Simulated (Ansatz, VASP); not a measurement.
# GaSb: VASP beside Ansatz

Wanted: the spread between two codes on one cell, functional and k mesh.

Calculated with Ansatz 0.2.0; plane waves, with VASP 6.6.1 beside it; relaxation of cell and atoms at r2SCAN.

The database entry behind the starting cell differs from later determinations by our own check (about 0.4 % long), so it need not match the best structure at ambient conditions.

### 1. The starting structure

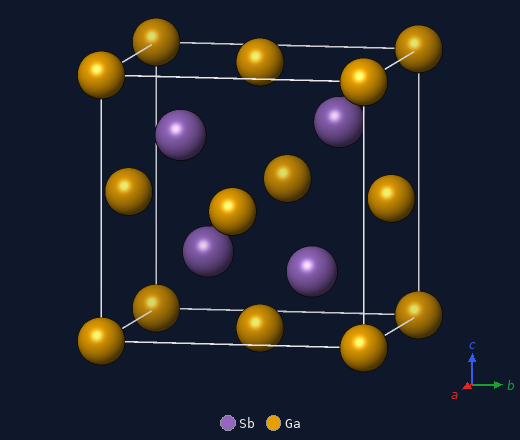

Start, viewed slightly off an axis; antimony purple, gallium orange. This picture shows the conventional cell, with its axes. Some periodic images of atoms are drawn too.

Coordinates:

```cif
data_structure
_symmetry_space_group_name_H-M 'P 1'
_symmetry_Int_Tables_number 1
_cell_length_a 4.3390
_cell_length_b 4.3390
_cell_length_c 4.3390
_cell_angle_alpha 60.000
_cell_angle_beta 60.000
_cell_angle_gamma 60.000
_cell_volume 57.76
loop_
_atom_site_label
_atom_site_type_symbol
_atom_site_fract_x
_atom_site_fract_y
_atom_site_fract_z
_atom_site_occupancy
Sb1 Sb 0.75000 0.75000 0.75000 1
Ga2 Ga 0.00000 0.00000 0.00000 1
```

### 2. VASP: relaxation of cell and atoms, r2SCAN

The relaxed volume is the usual yardstick between codes: its relative difference is about their pressure difference at one cell divided by the bulk modulus.

Lines of VASP's logs that name or quote its potential files are left out, and so is its time.

Contents of INCAR:

```
SYSTEM = GaSb
PREC = Accurate
ENCUT = 500
EDIFF = 1E-07
NELM = 100
ISMEAR = 0
SIGMA = 0.05
LREAL = .FALSE.
ALGO = Normal
METAGGA = R2SCAN
LASPH = .TRUE.
NBANDS = 15
LORBIT = 11
LWAVE = .FALSE.
LCHARG = .FALSE.
KPAR = 4
IBRION = 2
NSW = 50
ISIF = 3
EDIFFG = -0.002
```

Contents of POSCAR:

```
GaSb
1.0
    0.0000000000      3.0681010066      3.0681010066
    3.0681010066      0.0000000000      3.0681010066
    3.0681010066      3.0681010066      0.0000000000
Sb Ga
1 1
Direct
    0.7500000000      0.7500000000      0.7500000000
    0.0000000000      0.0000000000      0.0000000000
```

Contents of KPOINTS:

```
Automatic mesh
0
Gamma
10 10 10
0 0 0
```

PAW data sets: Sb and Ga_d (PBE family, release 64).

Launch:

```bash
> mpirun -np 4 vasp_std
```

Numbers of over 12 decimals in the logs are rounded to 6 here.

What it wrote:

```text
[banner, memory and clock lines left out]
running    4 mpi-ranks, on    1 nodes
 distrk:  each k-point on    1 cores,    4 groups
 distr:  one band on    1 cores,    1 groups

 POSCAR found type information on POSCAR SbGa
 POSCAR found :  2 types and       2 ions
|                                                                             |
|               ----> ADVICE to this user running VASP <----                  |
|                                                                             |
|     You enforced a specific xc type in the INCAR file but a different       |
|     [... a line on the potential file left out ...]
|     I HOPE YOU KNOW WHAT YOU ARE DOING!                                     |
|                                                                             |

 LDA part: xc-table for (None), standard interpolation
 POSCAR, INCAR and KPOINTS ok, starting setup
 FFT: planning ... GRIDC
 FFT: planning ... GRID_SOFT
 FFT: planning ... GRID
 WAVECAR not read
 entering main loop
       N       E                     dE             d eps       ncg     rms          rms(c)
DAV:   1     0.510480947706E+02    0.51048E+02   -0.87274E+03  1426   0.147E+03
DAV:   2    -0.329136105271E+02   -0.83962E+02   -0.80948E+02  1613   0.312E+02
DAV:   3    -0.393192382539E+02   -0.64056E+01   -0.63896E+01  1704   0.699E+01
DAV:   4    -0.394365456116E+02   -0.11731E+00   -0.11729E+00  1677   0.105E+01
DAV:   5    -0.394393252774E+02   -0.27797E-02   -0.27796E-02  1849   0.147E+00    0.288E+00
DAV:   6    -0.376040406519E+02    0.18353E+01   -0.33729E-01  1571   0.906E+00    0.199E+00
DAV:   7    -0.376044111684E+02   -0.37052E-03   -0.75359E-02  1634   0.321E+00    0.538E-01
DAV:   8    -0.376053610241E+02   -0.94986E-03   -0.62145E-03  1796   0.100E+00    0.175E-01
DAV:   9    -0.376051574803E+02    0.20354E-03   -0.57365E-03  1760   0.125E+00    0.632E-02
DAV:  10    -0.376049574469E+02    0.20003E-03   -0.51447E-04  1844   0.385E-01    0.269E-02
DAV:  11    -0.376049364644E+02    0.20982E-04   -0.11391E-04  1886   0.178E-01    0.715E-03
DAV:  12    -0.376049371719E+02   -0.70748E-06   -0.15476E-05  1711   0.581E-02    0.680E-03
DAV:  13    -0.376049334797E+02    0.36922E-05   -0.80915E-06  1851   0.536E-02    0.787E-04
DAV:  14    -0.376049337257E+02   -0.24604E-06   -0.47648E-07  1810   0.694E-03    0.394E-04
DAV:  15    -0.376049340873E+02   -0.36158E-06   -0.38456E-08  1034   0.319E-03    0.252E-04
DAV:  16    -0.376049341035E+02   -0.16174E-07   -0.21464E-08   936   0.265E-03
   1 F= -.37604934E+02 E0= -.37604934E+02  d E =-.376049E+02
 curvature:   0.00 expect dE= 0.000E+00 dE for cont linesearch  0.000E+00
 trial: gam= 0.00000 g(F)=  0.572E-46 g(S)=  0.177E-06 ort = 0.000E+00 (trialstep = 0.100E+01)
 search vector abs. value=  0.177E-06
 reached required accuracy - stopping structural energy minimisation
```

Parts of OUTCAR (step 2):

```text
ion  position               nearest neighbor table
   1  0.750  0.750  0.750-   2 2.66   2 2.66   2 2.66   2 2.66
   2  0.000  0.000  0.000-   1 2.66   1 2.66   1 2.66   1 2.66

  LATTYP: Found a face centered cubic cell.
 ALAT       =     6.1362020132

 Subroutine GETGRP returns: Found 24 space group operations
 (whereof 24 operations were pure point group operations)

The static configuration has the point symmetry T_d .

 Found     47 irreducible k-points:

   k-points           NKPTS =     47   k-points in BZ     NKDIM =     47   number of bands    NBANDS=     15

   dimension x,y,z NGX =    32 NGY =   32 NGZ =   32
   dimension x,y,z NGXF=    64 NGYF=   64 NGZF=   64

   ENCUT  =  500.0 eV  36.75 Ry    6.06 a.u.   7.91  7.91  7.91*2*pi/ulx,y,z

   NELECT =      18.0000    total number of electrons

 k-points in reciprocal lattice and weights: Automatic mesh
   0.00000000  0.00000000  0.00000000       0.001
   0.10000000  0.00000000  0.00000000       0.008
   0.20000000  0.00000000  0.00000000       0.008
   0.30000000  0.00000000  0.00000000       0.008
   0.40000000  0.00000000  0.00000000       0.008
   0.50000000  0.00000000  0.00000000       0.004
   0.10000000  0.10000000  0.00000000       0.006
   0.20000000  0.10000000  0.00000000       0.024
   0.30000000  0.10000000  0.00000000       0.024
[...]
-0.30000000  0.40000000  0.20000000       0.024
  -0.30000000  0.50000000  0.20000000       0.012

 average (electrostatic) potential at core
       1 -92.8638       2 -70.6191

 E-fermi :   4.7875

 k-point     1 :       0.0000    0.0000    0.0000
  band No.  band energies     occupation
    ...
      5     -10.8303      2.00000
      6      -7.2750      2.00000
      7       4.5929      2.00000
      8       4.5930      2.00000
      9       4.5930      2.00000
     10       4.9749      0.00000
     11       7.5767      0.00000
     12       7.5768      0.00000
     13       7.5768      0.00000
     14      10.9347      0.00000
    ...

 k-point     2 :       0.1000    0.0000    0.0000
  band No.  band energies     occupation
    ...
      5     -10.8304      2.00000
      6      -7.1676      2.00000
      7       3.0668      2.00000
      8       4.4163      2.00000
      9       4.4164      2.00000
     10       5.8241      0.00000
     11       7.8206      0.00000
     12       7.8207      0.00000
     13       8.0234      0.00000
     14      11.4922      0.00000
    ...

 k-point     3 :       0.2000    0.0000    0.0000
  band No.  band energies     occupation
    ...
      5     -10.8306      2.00000
      6      -6.8550      2.00000
      7       1.3224      2.00000
      8       4.0503      2.00000
      9       4.0503      2.00000
     10       5.7965      0.00000
     11       8.2946      0.00000
     12       8.2947      0.00000
     13       9.3866      0.00000
     14      12.3405      0.00000
    ...

  Total       -0.0015637     -0.0015637     -0.0015637     -0.0000000      0.0000000      0.0000000
  in kB       -0.0433734     -0.0433734     -0.0433734     -0.0000000      0.0000000      0.0000000
  external PRESSURE =      -0.0433734 kB  Pullay stress =       0.0000000 kB

  energy-cutoff  :      500.00
  volume of cell :       57.76
      direct lattice vectors                 reciprocal lattice vectors
     0.000000000  3.068101007  3.068101007    -0.162967255  0.162967255  0.162967255
     3.068101007  0.000000000  3.068101007     0.162967255 -0.162967255  0.162967255
     3.068101007  3.068101007  0.000000000     0.162967255  0.162967255 -0.162967255

 POSITION                                       TOTAL-FORCE (eV/Angst)
 -----------------------------------------------------------------------------------
      4.60215      4.60215      4.60215         0.000000     -0.000000      0.000000
      0.00000      0.00000      0.00000        -0.000000      0.000000     -0.000000
 -----------------------------------------------------------------------------------
    total drift:                                0.000002      0.000002      0.000002

  FREE ENERGIE OF THE ION-ELECTRON SYSTEM (eV)
  ---------------------------------------------------
  free  energy   TOTEN  =       -37.6049341035 eV

  energy  without entropy=      -37.6049341035  energy(sigma->0) =      -37.60493410

 reached required accuracy - stopping structural energy minimisation

 total charge
# of ion       s       p       d       tot
------------------------------------------
    1        1.106   1.352   0.028   2.486
    2        0.875   0.760   9.964  11.599
--------------------------------------------------
tot          1.980   2.112   9.992  14.085

[... 3 further parts left out ...]
```

CONTCAR:

```
GaSb
   1.00000000000000
     0.0000000000000000    3.0681010066000001    3.0681010066000001
     3.0681010066000001    0.0000000000000000    3.0681010066000001
     3.0681010066000001    3.0681010066000001    0.0000000000000000
  Sb              Ga
     1     1
Direct
     0.7500000000000000    0.7500000000000000    0.7500000000000000
     0.0000000000000000    0.0000000000000000    0.0000000000000000
```

### 3. Ansatz: relaxation of cell and atoms, r2SCAN

Ansatz runs on its default PAW (the set named soft_2) files.

The same cell, functional, mesh and smearing now go to Ansatz, which takes its cutoff from its data sets.

Contents of input.yaml:

```yaml
crystal:
  lattice:
    - [0.0, 3.0681010066, 3.0681010066]
    - [3.0681010066, 0.0, 3.0681010066]
    - [3.0681010066, 3.0681010066, 0.0]
  atoms:
    - { symbol: Sb, position: [0.75, 0.75, 0.75] }
    - { symbol: Ga, position: [0.0, 0.0, 0.0] }
hamiltonian:
  xc: r2scan
  pseudopotentials: { kind: paw }
kpoints:
  mp_grid: { grid: [10, 10, 10] }
scf:
  occupations: { method: gaussian, width: 0.05 }
relax:
  f_tol: 0.01
  max_steps: 60
  cell: { stress_tol: 0.05 }
output:
  forces: true
  stress: true
```

Launch:

```bash
> ansatz run input.yaml --threads 4 --pin off --max-ram 9216MiB --backend cpu --events-out ev --progress --plain --runs-dir out
```

What it wrote:

```text
Engine: ansatz 0.2.0, aarch64-unknown-linux-gnu
Pseudopotentials: kind: paw
Pseudopotential: Sb, paw, valence charge 15, recommended cutoff 500 eV (meta_gga), Sb.paw.azcp
Pseudopotential: Ga, paw, valence charge 13, recommended cutoff 500 eV (meta_gga), Ga.paw.azcp
Functional definition: r2SCAN
  parameter k0 = 0.174
  parameter k1 = 0.065
  parameter a1 = 4.9479
  exchange = r2scan_x(k0 = k0, k1 = k1, a1 = a1)
  correlation = r2scan_c
Crystal: 2 atoms, lattice volume = 57.762 Å³
Basis set: ecut = 500 eV, 1459 PW (Γ), exchange–correlation on 128×128×128 points (64 copies of the dense FFT grid, shifted against one another)
Bands: 18, of which v1, the nominal top of the filled ones, is band 14 counted from 1 (13 counted from 0)
Symmetry: 24 space group operations
Space group: F-43m (ITA 216), of the structure as read, at distance tolerance 3.9e-5 Å
k-points: 47 of 1000 (time reversal used)
Non-local potential: Sb, projectors of the file, l = 0: 2, l = 1: 2, l = 2: 2, l = 3: 2
Non-local potential: Ga, projectors of the file, l = 0: 2, l = 1: 2, l = 2: 3, l = 3: 1
PAW form: soft (Blöchl's): semilocal exchange-correlation on the pseudo side does not see the compensation charge
PAW frozen core: Sb, regenerated for the run's functional (the file was generated under x = pbe(κ = 0.804, μ = 0.219515), c = pbe(β = 0.066725))
PAW frozen core: Ga, regenerated for the run's functional (the file was generated under x = pbe(κ = 0.804, μ = 0.219515), c = pbe(β = 0.066725))
PAW one-centre angular grid: Sb, 590 points (default); XC on 160 Gauss nodes
PAW one-centre angular grid: Ga, 590 points (default); XC on 160 Gauss nodes
Initial density: superposition of atomic densities (neutral atoms: chi_scale 0, normalization atom), corrected by the library's trained network
Initial wavefunctions: pseudopotential atomic-orbital guess
Functional: x = r2scan, c = r2scan; τ floored in thin density (d = 2e-4 eV/Å³)
SCF iter   1: F=—  HF=-10289.857555 eV  |F-HF|=—  |Δ(HF+E_count)|=         —  Δρ=7.62e-3  dr2=1.47e-2  dr2_τ=3.11e-3  ethr=1.77e-3  ⟨swp⟩=6.1  Hψ=4460  notcnv=0
preconditioner: auto → none  [insulator: Δε(μ)=0.324 eV  Ē_g=15.348 eV  σ=0.050 eV  W_gap=1.00  n_scr=14 (ndim 8)  ℏωp=20.7 eV  f_vac=0.096  D(μ)=0.00/eV (n_scr^D=0)  ε∞_Penn≈2.8]
SCF iter   2: F=—  HF=-10289.865133 eV  |F-HF|=—  |Δ(HF+E_count)|=   7.58e-3  Δρ=1.99e-3  dr2=1.97e-3  dr2_τ=3.82e-5  ethr=5.24e-5  ⟨swp⟩=2.0  Hψ=1836  notcnv=0
SCF iter   3: F=—  HF=-10289.864467 eV  |F-HF|=—  |Δ(HF+E_count)|=   6.66e-4  Δρ=1.60e-3  dr2=4.94e-4  dr2_τ=7.00e-6  ethr=7.03e-6  ⟨swp⟩=2.0  Hψ=1280  notcnv=0
SCF iter   4: F=—  HF=-10289.864688 eV  |F-HF|=—  |Δ(HF+E_count)|=   2.21e-4  Δρ=2.69e-4  dr2=1.50e-5  dr2_τ=5.55e-7  ethr=1.76e-6  ⟨swp⟩=2.7  Hψ=1041  notcnv=0
SCF iter   5: F=—  HF=-10289.864686 eV  |F-HF|=—  |Δ(HF+E_count)|=   1.75e-6  Δρ=2.67e-5  dr2=5.52e-7  dr2_τ=5.18e-9  ethr=5.36e-8  ⟨swp⟩=2.9  Hψ=1468  notcnv=0
SCF iter   6: F=-10289.864686 eV  HF=-10289.864686 eV  |F-HF|=4.11e-9  |Δ(HF+E_count)|=   1.06e-7  Δρ=6.91e-6  dr2=1.63e-8  dr2_τ=4.24e-10  ethr=3.57e-10  ⟨swp⟩=5.0  Hψ=3047  notcnv=0
SCF 1 converged in 6 iterations: F = -10289.864686 eV  dr2 = 1.63e-8
  greatest PAW one-centre occupation: 0.993 electrons in one spin orbital (limit 2), on the Ga atom at site 1 (counted from 0), in its partial waves of l = 2
relax step   1: F+E_penalty+E_count = -10289.86468622 eV  Δ(F+E_penalty+E_count) = +0.000e0 eV  max|allowed force component| = 1.573e-16 eV/Å  Δτ_max = 0.0000 Å  P = -0.102 GPa  Ω = 57.762 Å³  (6 SCF iters, dr2 threshold 1.00e-7 eV, accepted)
[...]
relax step   2: F+E_penalty+E_count = -10289.86474459 eV  Δ(F+E_penalty+E_count) = -5.837e-5 eV  max|allowed force component| = 3.701e-17 eV/Å  Δτ_max = 0.0000 Å  P = +0.043 GPa  Ω = 57.605 Å³  energy of the carried Pulay correction = +2.921e-5 eV  (4 SCF iters, dr2 threshold 2.62e-8 eV, accepted)
[...]
relax step   3: F+E_penalty+E_count = -10289.86470966 eV  Δ(F+E_penalty+E_count) = +3.493e-5 eV  max|allowed force component| = 1.850e-17 eV/Å  Δτ_max = 0.0000 Å  P = +0.043 GPa  Ω = 57.605 Å³  stress off target by 4.26e-2 GPa  SCF on the basis re-selected at this cell (its energy is not comparable with the rows above)  (5 SCF iters)
basis re-selected at this cell: Δ(F+E_penalty+E_count) = +3.493e-5 eV, ΔP = -0.000 GPa vs the last step (what re-selecting the basis moved, of the pressure what is left beyond the Pulay correction that the steps carried, after the strain that the cell walked since its last selection, with what the two solves' SCF thresholds leave and, on support functions, any second-order correction that the steps lacked; it is no m [...]
SCF converged after 5 iterations
Free energy (F): -10289.864710 eV
Harris-Foulkes:  -10289.864710 eV  (|F-HF|=1.82e-12)
Internal energy: -10289.864710 eV  (E = F + TS)
E sigma→0 (E₀):  -10289.864710 eV
Fermi energy:    7.650953 eV
--- Per-component energies (eV) ---
  E_band       = -281.543368
  E_kinetic    = 321.389202
  E_local      = -3925.188178  (includes V_loc(G=0)·N_el)
  E_nonlocal   = 790.220587
  E_hartree    = 1808.374305
  E_xc         = -189.241392
  E_vxc        = -161.645734  (∫ρ·V_xc dr)
  E_paw        = -6606.495914  (= ΣΔE_a)
  E_vpaw       = -933.132218  (= ΣTr[D̂ρ^β])
  E_aug_tail   = -0.000045  (compensation charges beyond the density's cutoff)
  E_vtau       = 10.064280  (kinetic-family band-sum trace: ∫τ·v_τ [+ j·A + Jᵃ·Aᵃ] dr)
  E_ewald      = -2488.776242
  E_core_change = -0.147033  (= ΣΔE_core)
  E_smearing   = -0.000000  (= −TS)
  E_closure    = -0.000000  (closes the sum)
  Σ components = -10289.864710   (vs F -10289.864710, Δ=0.00e0)
--- Forces (eV/Å), atoms counted from 1 ---
  atom   1  Sb     0.00000000     0.00000000    -0.00000000
  atom   2  Ga     0.00000000    -0.00000000     0.00000000
  max |Σ_I F_I| component: 1.85e-17 eV/Å
--- Stress (GPa, compression-positive) ---
        0.042620      -0.000000      -0.000000
       -0.000000       0.042620       0.000000
       -0.000000       0.000000       0.042620
  P = ⅓ Tr σ = 0.0426 GPa (0.426 kbar)
--- Relaxed structure (2 steps of the walk, 2 accepted, 1 SCFs on fresh bases) ---
  F+E_penalty+E_count = -10289.86470966 eV   max|allowed force component| = 1.850e-17 eV/Å   (the final SCF, on the basis selected at the relaxed cell)
  cell:  # Å, volume = 57.6047 Å³
    - [0, 3.065321, 3.065321]
    - [3.065321, 0, 3.065321]
    - [3.065321, 3.065321, 0]
  atoms:
    - { symbol: Sb, position: [0.750000, 0.750000, 0.750000] }
    - { symbol: Ga, position: [0, 0, 0] }
```

Run time: 7.2 s. Hardware: 4 threads of Arm Neoverse V2, shared host; peak memory 0.55 GiB.

### 4. Side by side

Known differences besides the PAW data sets themselves: VASP keeps PBE cores, Ansatz makes them for the functional; both relaxations stop at a tolerance, which leaves soft axes loose, and VASP keeps its plane-wave basis; the data sets hold 28 valence electrons in Ansatz (default PAW (the set named soft_2) files) and 18 in VASP; Ansatz adds a Pulay correction to the stress that steers its cell, VASP none. Total energies have different zeros and are not compared.

Both answers:

```tsv
quantity	Ansatz	VASP	difference
volume (Å³)	57.60	57.76	-0.27 %
edge a after relaxation, in the typed setting (Å)	4.335	4.339	-0.09 %
```

The walks stopped with 0.04 GPa left in Ansatz and 0.00 GPa in VASP; each walk ends within a tolerance, so the volume difference is uncertain by about these residues over the bulk modulus, most in soft cells.

### 5. What came out

| Property | Result |
| --- | --- |
| difference in volume (relaxation of cell and atoms, r2SCAN) | -0.27 % |

What this shows: The difference in volume is -0.27 % (relaxation of cell and atoms, r2SCAN), within the 1.2 % picked in this series as the mark of a large difference, as far as the stopping tolerances let one tell. How closely two codes agree says nothing of how well the functional describes the real material.

[Lines on the potential files, build, host, timing and source positions are cut from VASP's logs without a mark.]

[Logs are printed without paths, hosts, clocks, repeated set-up lines and the standing remarks that a program may print on its own settings, such as how far it seeks lower states.]

[Hosts, paths, dates, database ids (printed as entryN), source tags and the programs' standing remarks are cut or masked in the printed files.]
